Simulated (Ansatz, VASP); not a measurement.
# NbSi: VASP beside Ansatz, part 2 of 2

Aim: how closely do two programs agree when they are given the same cell, functional and k mesh? The cell is invented: As first built, before any earlier steps moved the atoms (in the runner's words): it takes the WC structure with all of its atoms replaced by other elements, volume scaled by an estimate. It may not be a known or stable phase. The cell is taken from a series of VASP runs on this material, whose earlier steps may have relaxed, scaled or displaced it; both programs get it as it stands. Valence electrons are named where the data sets of a main pair hold unlike numbers.

VASP 6.6.1 and Ansatz 0.2.0.

So far: Set-up; Ansatz: band structure, HSE06.

### 3. VASP: band structure, HSE06

Level of this step: HSE06; plane waves and PAW (Nb_sv, Si); invented cell (VASP).

The same cell, functional, mesh and smearing now go to VASP, with its own data sets.

Lines of VASP's logs that name or quote its potential files are left out, and so is its time.

The run reads the wave functions of an earlier VASP run, which isn't shown here.

File INCAR:

```
SYSTEM = NbSi
PREC = Accurate
ENCUT = 400
EDIFF = 1E-06
NELM = 100
ISMEAR = 0
SIGMA = 0.02
LREAL = .FALSE.
ALGO = Normal
LHFCALC = .TRUE.
AEXX = 0.25
GGA = PE
HFSCREEN = 0.2
LASPH = .TRUE.
PRECFOCK = Fast
LORBIT = 11
LWAVE = .FALSE.
LCHARG = .FALSE.
KPAR = 4
```

File POSCAR:

```
NbSi
1.0
    3.0335601418     -0.0000000243      0.0000000000
   -1.5167806400      2.6271406017      0.0000000000
    0.0000000000      0.0000000000      4.0525052525
Nb Si
1 1
Direct
    0.0000000000      0.0000000000      0.0000000000
    0.6666666700      0.3333333300      0.5000000000
```

File KPOINTS:

```
Automatic mesh
0
Gamma
5 5 4
0 0 0
```

File KPOINTS_OPT:

```
Line mode
10
Line-mode
Reciprocal
  0.00000000   0.00000000   0.00000000 GAMMA
  0.50000000   0.00000000   0.00000000 M

  0.50000000   0.00000000   0.00000000 M
  0.33333333   0.33333333   0.00000000 K

  0.33333333   0.33333333   0.00000000 K
  0.00000000   0.00000000   0.00000000 GAMMA

  0.00000000   0.00000000   0.00000000 GAMMA
  0.00000000   0.00000000   0.50000000 A

  0.00000000   0.00000000   0.50000000 A
  0.50000000   0.00000000   0.50000000 L

  0.50000000   0.00000000   0.50000000 L
  0.33333333   0.33333333   0.50000000 H

  0.33333333   0.33333333   0.50000000 H
  0.00000000   0.00000000   0.50000000 A

  0.50000000   0.00000000   0.50000000 L
  0.50000000   0.00000000   0.00000000 M

  0.33333333   0.33333333   0.00000000 K
  0.33333333   0.33333333   0.50000000 H
```

The projector-augmented-wave data sets are Nb_sv and Si (PBE family, release 64).

Command:

```bash
$ mpirun -np 4 vasp_std
```

Numbers of over 12 decimals in the logs are rounded to 6 here.

The log of the run:

```text
[banner, memory and clock lines left out]
running    4 mpi-ranks, on    1 nodes
 distrk:  each k-point on    1 cores,    4 groups
 distr:  one band on    1 cores,    1 groups

 POSCAR found type information on POSCAR NbSi
 POSCAR found :  2 types and       2 ions
 LDA part: xc-table for (Slater+PW92), standard interpolation
 found WAVECAR, reading the header
 POSCAR, INCAR and KPOINTS ok, starting setup
 FFT: planning ... GRIDC
 FFT: planning ... GRID_SOFT
 FFT: planning ... GRID
 reading WAVECAR
 the WAVECAR file was read successfully
 initial charge from wavefunction
 entering main loop
       N       E                     dE             d eps       ncg     rms          rms(c)
DAV:   1    -0.189705084062E+02   -0.18971E+02   -0.50939E-01   556   0.721E+00    0.284E+00
DAV:   2    -0.189654232456E+02    0.50852E-02   -0.16775E-02   484   0.177E+00    0.171E+00
DAV:   3    -0.189631360930E+02    0.22872E-02   -0.83947E-03   576   0.102E+00    0.943E-01
DAV:   4    -0.189627691708E+02    0.36692E-03   -0.10312E-03   476   0.290E-01    0.537E-01
DAV:   5    -0.189626321947E+02    0.13698E-03   -0.22392E-04   420   0.111E-01    0.300E-01
DAV:   6    -0.189626113538E+02    0.20841E-04   -0.57332E-05   464   0.511E-02    0.164E-01
DAV:   7    -0.189626050797E+02    0.62741E-05   -0.11014E-05   500   0.276E-02    0.902E-02
DAV:   8    -0.189626031696E+02    0.19101E-05   -0.27549E-06   428   0.145E-02    0.509E-02
DAV:   9    -0.189626028269E+02    0.34272E-06   -0.64002E-07   256   0.847E-03
   1 F= -.18962603E+02 E0= -.18962269E+02  d E =-.668398E-03
 Start KPOINTS_OPT (optional k-point list driver)
k-point batch [1-15\90]
       N       E                     dE             ncg
DAV:   1    -0.493110676362E+03   -0.62361E+04      360
DAV:   2    -0.256147803305E+04   -0.20684E+04      432
DAV:   3    -0.269551314032E+04   -0.13404E+03      536
DAV:   4    -0.270652866885E+04   -0.11016E+02      536
DAV:   5    -0.270718609363E+04   -0.65742E+00      576
DAV:   6    -0.270722819368E+04   -0.42100E-01      556
DAV:   7    -0.270723143080E+04   -0.32371E-02      544
DAV:   8    -0.270723178179E+04   -0.35099E-03      504
DAV:   9    -0.270723182742E+04   -0.45637E-04      340
DAV:  10    -0.270723183403E+04   -0.66034E-05      324
DAV:  11    -0.270723183508E+04   -0.10479E-05      324
DAV:  12    -0.270723183527E+04   -0.19557E-06      324
[...]
k-point batch [76-90\90]
       N       E                     dE             ncg
DAV:   1    -0.708818870016E+03   -0.10403E+05      360
DAV:   2    -0.259261459320E+04   -0.18838E+04      420
DAV:   3    -0.270677409862E+04   -0.11416E+03      536
DAV:   4    -0.271644164318E+04   -0.96675E+01      540
DAV:   5    -0.271704781171E+04   -0.60617E+00      632
DAV:   6    -0.271709346694E+04   -0.45655E-01      580
DAV:   7    -0.271709713072E+04   -0.36638E-02      592
DAV:   8    -0.271709750984E+04   -0.37912E-03      556
DAV:   9    -0.271709755359E+04   -0.43750E-04      352
DAV:  10    -0.271709755897E+04   -0.53819E-05      320
DAV:  11    -0.271709755967E+04   -0.69702E-06      300
```

Parts of OUTCAR (step 3):

```text
ion  position               nearest neighbor table
   1  0.000  0.000  0.000-   2 2.68   2 2.68   2 2.68   2 2.68   2 2.68   2 2.68
   2  0.667  0.333  0.500-   1 2.68   1 2.68   1 2.68   1 2.68   1 2.68   1 2.68

  LATTYP: Found a hexagonal cell.
 ALAT       =     3.0335601418
 C/A-ratio  =     1.3358908553

 Subroutine GETGRP returns: Found 12 space group operations
 (whereof 12 operations were pure point group operations)

The static configuration has the point symmetry D_3h.

 Found     15 irreducible k-points:

   k-points           NKPTS =     15   k-points in BZ     NKDIM =    100   number of bands    NBANDS=     12

   dimension x,y,z NGX =    20 NGY =   20 NGZ =   28
   dimension x,y,z NGXF=    40 NGYF=   40 NGZF=   56

   ENCUT  =  400.0 eV  29.40 Ry    5.42 a.u.   4.95  4.95  6.61*2*pi/ulx,y,z

   NELECT =      17.0000    total number of electrons

 k-points in reciprocal lattice and weights: Automatic mesh
   0.00000000  0.00000000  0.00000000       0.010
   0.20000000 -0.00000000  0.00000000       0.060
   0.40000000 -0.00000000  0.00000000       0.060
   0.20000000  0.20000000  0.00000000       0.060
   0.40000000  0.20000000  0.00000000       0.060
   0.00000000  0.00000000  0.25000000       0.020
   0.20000000 -0.00000000  0.25000000       0.120
   0.40000000 -0.00000000  0.25000000       0.120
   0.20000000  0.20000000  0.25000000       0.120
[...]
0.20000000  0.20000000  0.50000000       0.060
   0.40000000  0.20000000  0.50000000       0.060

  exchange ACFDT corr.  =         0.00000000  see jH, gK, PRB 81, 115126

 average (electrostatic) potential at core
       1 -72.6640       2 -74.8375

 E-fermi :  10.7891

 k-point     1 :       0.0000    0.0000    0.0000
  band No.  band energies     occupation
    ...
      5      -2.0099      2.00000
      6       6.7436      2.00000
      7       8.7592      2.00000
      8      10.7670      1.88177
      9      10.7670      1.88138
     10      13.5402      0.00000
     11      13.5402      0.00000
     12      18.7659      0.00000

 k-point     2 :       0.2000   -0.0000    0.0000
  band No.  band energies     occupation
    ...
      4     -22.2684      2.00000
      5      -1.0136      2.00000
      6       7.6285      2.00000
      7       7.7826      2.00000
      8       9.1577      2.00000
      9      11.8915      0.00000
     10      13.0278      0.00000
     11      14.6236      0.00000
     12      15.0869      0.00000

 k-point     3 :       0.4000   -0.0000    0.0000
  band No.  band energies     occupation
    ...
      4     -22.3809      2.00000
      5       1.6219      2.00000
      6       5.8238      2.00000
      7       6.6792      2.00000
      8       7.9111      2.00000
      9      12.3058      0.00000
     10      14.0053      0.00000
     11      15.1016      0.00000
     12      15.3883      0.00000

  energy-cutoff  :      400.00
  volume of cell :       32.30
      direct lattice vectors                 reciprocal lattice vectors
     3.033560142 -0.000000024  0.000000000     0.329645683  0.190321062  0.000000000
    -1.516780640  2.627140602  0.000000000     0.000000003  0.380641982  0.000000000
     0.000000000  0.000000000  4.052505252     0.000000000  0.000000000  0.246760939

 POSITION                                       TOTAL-FORCE (eV/Angst)
 -----------------------------------------------------------------------------------
      0.00000      0.00000      0.00000        -0.000000      0.000000      0.000000
      1.51678      0.87571      2.02625         0.000000     -0.000000      0.000000
 -----------------------------------------------------------------------------------
    total drift:                               -0.000011     -0.000001     -0.000002

  FREE ENERGIE OF THE ION-ELECTRON SYSTEM (eV)
  ---------------------------------------------------
  free  energy   TOTEN  =       -18.9626028269 eV

  energy  without entropy=      -18.9619344293  energy(sigma->0) =      -18.96226863

 total charge
# of ion       s       p       d       tot
------------------------------------------
    1        2.168   6.036   2.449  10.653
    2        0.795   0.859   0.000   1.654
--------------------------------------------------
tot          2.963   6.896   2.449  12.307

[... 3 further parts left out ...]
```

This run has no spin polarisation. Its electron count is odd, so without a moment it is a metal by construction. The k-mesh is coarse for a metal. Spin-orbit coupling is off here; it would split degenerate levels.

### 4. Side by side

Known differences besides the potentials themselves: exact exchange at q = 0 is treated differently, which shows on coarse meshes; VASP keeps PBE cores, Ansatz makes them for the functional; the cutoff is 420 eV in Ansatz and 400 eV in VASP; VASP takes a coarser grid for exact exchange (PRECFOCK = Fast). Total energies have different zeros and are not compared.

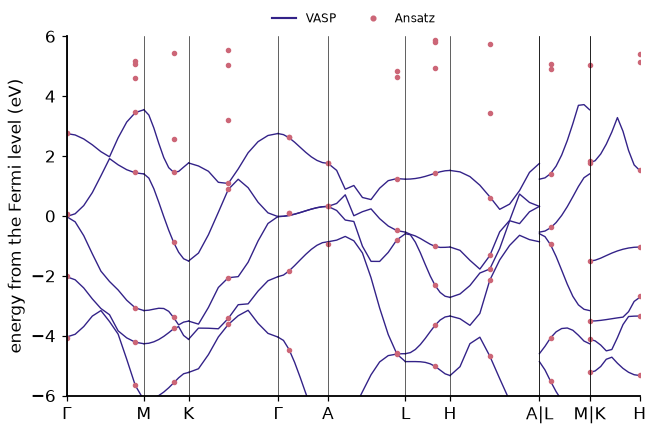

Bands from VASP (lines) and levels from Ansatz (dots). Dots without a line are higher empty bands that the VASP plot leaves out.

Levels from 3 eV below to 2 eV above the Fermi level differ by 30 meV r.m.s. and 73 meV at most; each VASP level is matched to the nearest of Ansatz, which flatters the figure a little.

### 5. Results

* r.m.s. difference of levels near the Fermi level (band structure, HSE06): 30 meV

In words: The r.m.s. difference of levels near the Fermi level is 30 meV (band structure, HSE06), within the 80 meV picked in this series as the mark of a large difference. How closely two codes agree says nothing of how well the functional describes the real material.

[Lines on the potential files, build, host, timing and source positions are cut from VASP's logs without a mark.]

[Logs are printed without paths, hosts, clocks, repeated set-up lines and the standing remarks that a program may print on its own settings, such as how far it seeks lower states.]

[Hosts, paths, dates, database ids (printed as entryN), source tags and the programs' standing remarks are cut or masked in the printed files.]
